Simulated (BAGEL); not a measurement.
**triplet CH2BClO2: levels of theory compared**

Aim: a comparison of 3 runs (UHF/STO-3G, ROHF/6-31G*, ROHF/cc-pVDZ) of triplet CH2BClO2. 

The results are computed with BAGEL 1.2.2.

## 1. The structure to begin with

CH2BClO2: 7 atoms, total charge 0, spin state triplet. SMILES of the parent species: `OB1OC1Cl`. The shape is that of a PBE0-D4/def2-TZVP optimisation. This is one conformer, not always the lowest. That shape belongs to the parent species and isn't relaxed for this state.

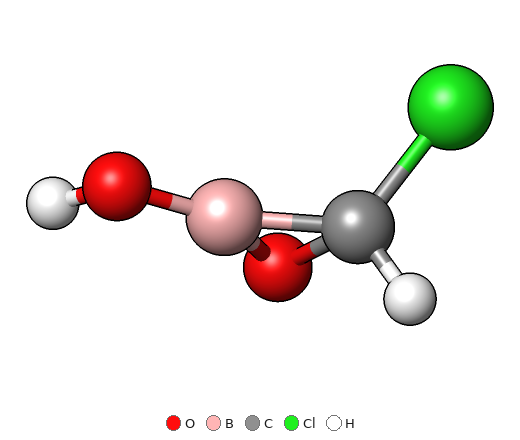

Viewed from a chosen angle; oxygen red, boron pink, carbon grey, chlorine green, hydrogen white.

## 2. A single-point energy at UHF/STO-3G (density fitting with qzvpp-jkfit) (run 1)

job.json reads:

```json
{ "bagel": [

{
  "title": "molecule",
  "basis": "sto-3g",
  "df_basis": "qzvpp-jkfit",
  "angstrom": "true",
  "geometry": [
    { "atom": "O", "xyz": [   -1.069500,    0.083800,    1.473600 ] },
    { "atom": "B", "xyz": [   -0.291500,   -0.110200,    0.408800 ] },
    { "atom": "O", "xyz": [   -0.164100,   -0.913600,   -0.663800 ] },
    { "atom": "C", "xyz": [    0.832700,    0.177100,   -0.543800 ] },
    { "atom": "Cl", "xyz": [    0.715300,    1.412400,   -1.778600 ] },
    { "atom": "H", "xyz": [   -1.811400,   -0.526600,    1.535200 ] },
    { "atom": "H", "xyz": [    1.849700,   -0.190900,   -0.477200 ] }
  ]
},
{
  "title": "uhf",
  "nopen": 2
},
{
  "title": "print",
  "file": "orbitals.molden",
  "orbitals": "true"
}

]}
```

On the command line:

```bash
$ BAGEL_NUM_THREADS=1 BAGEL job.json > job.out
```

What it wrote:

```text
* using 1 threads per process

  ===============================================================
  ===============================================================

  *** Geometry ***

[... 23 lines left out ...]
      * DIIS with orbital gradients will be used.

  === UHF iteration (sto-3g) ===
      0       -664.81887872          0.04015801           0.06
      1       -664.93624306          0.01922173           0.06
      2       -664.96209989          0.01098669           0.06
[... 36 lines of this table left out ...]
     39       -664.98568116          0.00000001           0.06
    * SCF iteration converged.

    * S^2 (UHF) is 2.0223

    * Permanent dipole moment:
           (   -0.198913,     0.666952,    -0.082928) a.u.

    * METHOD: UHF                                  2.44

    * METHOD: PRINT                                0.00

  ===============================================================
```

Run time: 2.9 s. Hardware: 1 thread of Arm Neoverse N1, shared host; peak memory 0.084 GiB.

## 3. A single-point energy at ROHF/6-31G(d) (density fitting with qzvpp-jkfit, spherical functions) (run 2)

input.json reads:

```json
{ "bagel" : [

{
  "title" : "molecule",
  "basis" : "6-31gs.json",
  "df_basis" : "qzvpp-jkfit",
  "angstrom" : true,
  "geometry" : [
    { "atom" : "O", "xyz" : [   -1.069500,    0.083800,    1.473600 ] },
    { "atom" : "B", "xyz" : [   -0.291500,   -0.110200,    0.408800 ] },
    { "atom" : "O", "xyz" : [   -0.164100,   -0.913600,   -0.663800 ] },
    { "atom" : "C", "xyz" : [    0.832700,    0.177100,   -0.543800 ] },
    { "atom" : "Cl", "xyz" : [    0.715300,    1.412400,   -1.778600 ] },
    { "atom" : "H", "xyz" : [   -1.811400,   -0.526600,    1.535200 ] },
    { "atom" : "H", "xyz" : [    1.849700,   -0.190900,   -0.477200 ] }
  ]
},
{ "title" : "rohf", "nopen" : 2 },
{ "title" : "print", "file" : "orbitals.molden", "orbitals" : true }

]}
```

The basis set 6-31G* is read from a file made from the Basis Set Exchange's data (not shown).

On the command line:

```bash
$ BAGEL_NUM_THREADS=1 BAGEL input.json > input.out
```

What it wrote:

```text
* using 1 threads per process

  ===============================================================
  ===============================================================

  *** Geometry ***

[... 23 lines left out ...]
      * DIIS with orbital gradients will be used.

  === ROHF iteration (6-31gs.json) ===
      0       -672.44582290          0.04416544           0.17
      1       -672.57732615          0.03360112           0.17
      2       -672.62769413          0.02487644           0.17
[... 41 lines of this table left out ...]
     44       -672.70399079          0.00000001           0.17
    * SCF iteration converged.

    * S^2 (ROHF) is 2.0000

    * Permanent dipole moment:
           (   -0.116088,     0.391196,    -0.287878) a.u.

    * METHOD: ROHF                                 7.97

    * METHOD: PRINT                                0.02

  ===============================================================
```

It took 8.7 s on 1 thread of Arm Neoverse N1, shared host; peak memory 0.11 GiB.

## 4. The energy at ROHF/cc-pVDZ (density fitting with qzvpp-jkfit) (run 3)

input.json reads:

```json
{ "bagel" : [

{
  "title" : "molecule",
  "basis" : "cc-pvdz.json",
  "df_basis" : "qzvpp-jkfit",
  "angstrom" : true,
  "geometry" : [
    { "atom" : "O", "xyz" : [      -1.069500,       0.083800,       1.473600 ] },
    { "atom" : "B", "xyz" : [      -0.291500,      -0.110200,       0.408800 ] },
    { "atom" : "O", "xyz" : [      -0.164100,      -0.913600,      -0.663800 ] },
    { "atom" : "C", "xyz" : [       0.832700,       0.177100,      -0.543800 ] },
    { "atom" : "Cl", "xyz" : [       0.715300,       1.412400,      -1.778600 ] },
    { "atom" : "H", "xyz" : [      -1.811400,      -0.526600,       1.535200 ] },
    { "atom" : "H", "xyz" : [       1.849700,      -0.190900,      -0.477200 ] }
  ]
},

{ "title" : "rohf", "nopen" : 2 },

{ "title" : "print", "file" : "orbitals.molden", "orbitals" : true }

]}
```

The basis set cc-pVDZ is read from a file made from the Basis Set Exchange's data (not shown).

On the command line:

```bash
$ BAGEL_NUM_THREADS=1 BAGEL input.json > input.out
```

What it wrote:

```text
* using 1 threads per process

  ===============================================================
  ===============================================================

  *** Geometry ***

[... 23 lines left out ...]
      * DIIS with orbital gradients will be used.

  === ROHF iteration (cc-pvdz.json) ===
      0       -672.47172991          0.03290478           0.19
      1       -672.61558753          0.02713502           0.19
      2       -672.66979123          0.01898721           0.19
[... 34 lines of this table left out ...]
     37       -672.74983351          0.00000001           0.19
    * SCF iteration converged.

    * S^2 (ROHF) is 2.0000

    * Permanent dipole moment:
           (   -0.099005,     0.346367,    -0.227092) a.u.

    * METHOD: ROHF                                 7.40

    * METHOD: PRINT                                0.02

  ===============================================================
```

It took 8.1 s on 1 thread of Arm Neoverse N1, shared host; peak memory 0.12 GiB.

## 5. Overview of the runs

```tsv
run	level	energy (Eh)	dipole moment (D)	⟨S²⟩	wall time
1	UHF/STO-3G (density fitting with qzvpp-jkfit)	-664.985681	1.78	2.022	2.9 s
2	ROHF/6-31G* (density fitting with qzvpp-jkfit, spherical functions)	-672.703991	1.27	2.000	8.7 s
3	ROHF/cc-pVDZ (density fitting with qzvpp-jkfit)	-672.749834	1.08	2.000	8.1 s
```

## 6. What came out

```
            quantity          value
 run 3: total energy  -672.74983 Eh
run 3: dipole moment         1.08 D
         run 3: ⟨S²⟩          2.000
```

In words: The dipole moment (its size) runs from 1.08 D (ROHF/cc-pVDZ) to 1.78 D (UHF/STO-3G). The two ends differ in method and basis. In run 1 the basis is minimal, so the values are rough. All runs together took 20 s, the longest 8.7 s.
